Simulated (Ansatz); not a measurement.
**SiBr2 (SMILES Br[Si]Br): HF/3-21G**

Aim: the electronic atomisation energy of SiBr2 at HF/3-21G, from 3 runs. 

The results are computed with Ansatz 0.2.0.

26 further runs of the same task are left out: 1 that didn't finish, 25 set aside as unsound or not needed. Runs told in other sessions of the task aren't counted.

### Step 1. Starting point

SiBr2: 3 atoms, total charge 0, spin state singlet. SMILES: `Br[Si]Br`. The shape is that of a PBE0-D4/def2-TZVP optimisation.

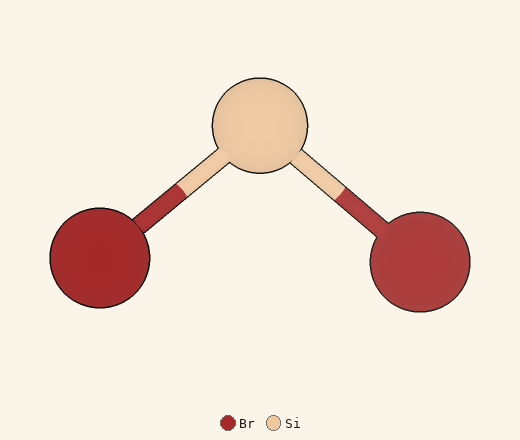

Viewed from a chosen angle; bromine red, silicon light orange.

### Step 2. A single-point energy at HF/3-21G

in.yaml

```yaml
crystal:
  periodic: [false, false, false]
  atoms:
    - {symbol: Br, position_ang: [0.975100, 1.342100, 0.670900]}
    - {symbol: Si, position_ang: [-0.770000, 0.385700, -0.376400]}
    - {symbol: Br, position_ang: [-0.216000, -1.792600, -0.307800]}
basis:
  gaussian:
    orbitals: 3-21G-spherical.json
hamiltonian:
  xc: hf
accuracy: high
output: {orbitals: {seedname: orbitals}}
```

The basis set 3-21G is read from a file made from the Basis Set Exchange's data (not shown).

Launch:

```
$ ansatz run in.yaml --threads 1 --pin off --max-ram 2610MiB --events-out events.jsonl --progress --plain --runs-dir runs
```

The program printed:

```text
Warning: RAYON_NUM_THREADS=1 ignored (pool sized by the plan → 1); use --threads N
Functional definition: HF
  name "HF"
  exchange = exact_x
  correlation = 0
903 factors; integrals over basis functions are off by at most 4.8e-9 eV
mean field evaluation 1: about -147145.6542 eV, gradient 1.3e1 eV
mean field evaluation 2: about -147145.6836 eV, gradient 1.3e1 eV
mean field evaluation 4: about -147146.5273 eV, gradient 7.1e-1 eV
mean field evaluation 8: about -147146.5348 eV, gradient 3.0e-3 eV
mean field -147146.53479392 eV, -5407.5354141730 hartree, gradient 5.3e-8 eV, S^2 0.000000; 0 other end points of the search recorded, 0 dependent functions left out
reference -147146.53479392 eV, -5407.5354141730 hartree; 42, 42 occupied and 15, 15 virtual orbitals, 903 factors
Total energy: -147146.53479392 eV, -5407.5354141730 hartree
```

It took 0.8 s on 1 thread of Arm Neoverse V2, shared host; peak memory 0.12 GiB.

### Step 3. The Br atom at the same level

run.yaml

```yaml
crystal:
  periodic: [false, false, false]
  atoms:
    - symbol: Br
      position_ang: [0.000000, 0.000000, 0.000000]
basis:
  gaussian:
    orbitals: 3-21G-spherical.json
magnetization:
  spin_polarized: true
  initial_magnetization: 1
hamiltonian:
  xc: hf
accuracy: high
```

The basis set 3-21G is read from a file made from the Basis Set Exchange's data (not shown).

Launch:

```
$ ansatz run run.yaml --threads 1 --pin off --max-ram 2610MiB --events-out events.jsonl --progress --plain --runs-dir runs
```

The program printed:

```text
Warning: RAYON_NUM_THREADS=1 ignored (pool sized by the plan → 1); use --threads N
Functional definition: HF
  name "HF"
  exchange = exact_x
  correlation = 0
182 factors; integrals over basis functions are off by at most 4.8e-9 eV
mean field evaluation 1: about -69662.0699 eV, gradient 1.9e0 eV
mean field evaluation 2: about -69662.0830 eV, gradient 1.9e0 eV
mean field evaluation 4: about -69662.1070 eV, gradient 1.6e-1 eV
mean field evaluation 8: about -69662.1075 eV, gradient 3.9e-4 eV
mean field evaluation 16: about -69662.1060 eV, gradient 3.6e-1 eV
mean field evaluation 32: about -69662.1075 eV, gradient 5.6e-4 eV
mean field -69662.10749738 eV, -2560.0352318563 hartree, gradient 3.4e-8 eV, S^2 0.750128; 0 other end points of the search recorded, 0 dependent functions left out
reference -69662.10749738 eV, -2560.0352318563 hartree; 18, 17 occupied and 4, 5 virtual orbitals, 182 factors
Total energy: -69662.10749738 eV, -2560.0352318563 hartree
```

It took 0.08 s on 1 thread of Arm Neoverse V2, shared host.

### Step 4. The Si atom at the same level

run.yaml

```yaml
crystal:
  periodic: [false, false, false]
  atoms:
    - {symbol: Si, position_ang: [0.000000, 0.000000, 0.000000]}
basis:
  gaussian:
    orbitals: 3-21G.json
hamiltonian:
  xc: hf
accuracy: high
magnetization:
  spin_polarized: true
  initial_magnetization: 2
```

The basis set 3-21G is read from a file made from the Basis Set Exchange's data (not shown).

Launch:

```
$ ansatz run run.yaml --threads 1 --pin off --max-ram 2610MiB --events-out events.jsonl --progress --plain --runs-dir runs
```

The program printed:

```text
Warning: RAYON_NUM_THREADS=1 ignored (pool sized by the plan → 1); use --threads N
Functional definition: HF
  name "HF"
  exchange = exact_x
  correlation = 0
78 factors; integrals over basis functions are off by at most 3.4e-9 eV
mean field evaluation 1: about -7818.9387 eV, gradient 2.7e0 eV
mean field evaluation 2: about -7818.9448 eV, gradient 2.7e0 eV
mean field evaluation 4: about -7819.0416 eV, gradient 1.1e-1 eV
mean field evaluation 8: about -7819.0403 eV, gradient 3.5e-8 eV
mean field evaluation 16: about -7819.0456 eV, gradient 1.7e-3 eV
mean field evaluation 32: about -7819.0403 eV, gradient 8.0e-3 eV
mean field -7819.04028989 eV, -287.3444307175 hartree, gradient 4.7e-8 eV, S^2 2.000009; 1 other end points of the search recorded, 0 dependent functions left out
reference -7819.04028989 eV, -287.3444307175 hartree; 8, 6 occupied and 5, 7 virtual orbitals, 78 factors
Total energy: -7819.04028989 eV, -287.3444307175 hartree
```

It took 0.04 s on 1 thread of Arm Neoverse V2, shared host.

### Step 5. Summary of results

At HF/3-21G:

```
                     quantity           value
       molecule: total energy  -5407.53541 Eh
        molecule: HOMO energy        -9.83 eV
        molecule: LUMO energy        -0.46 eV
      molecule: HOMO–LUMO gap         9.38 eV
        Br atom: total energy  -2560.03523 Eh
                Br atom: ⟨S²⟩           0.750
        Si atom: total energy   -287.34443 Eh
                Si atom: ⟨S²⟩           2.000
electronic atomisation energy        3.280 eV
```

In words: Taking the molecule apart into free atoms costs 3.28 eV (76 kcal/mol), before zero-point energy and without spin-orbit coupling. Hartree–Fock lacks the correlation of the bonding pairs, which as a rule makes this value much too low; in minimal bases other errors can mask that. The basis has no polarisation functions, which makes bonds too weak.
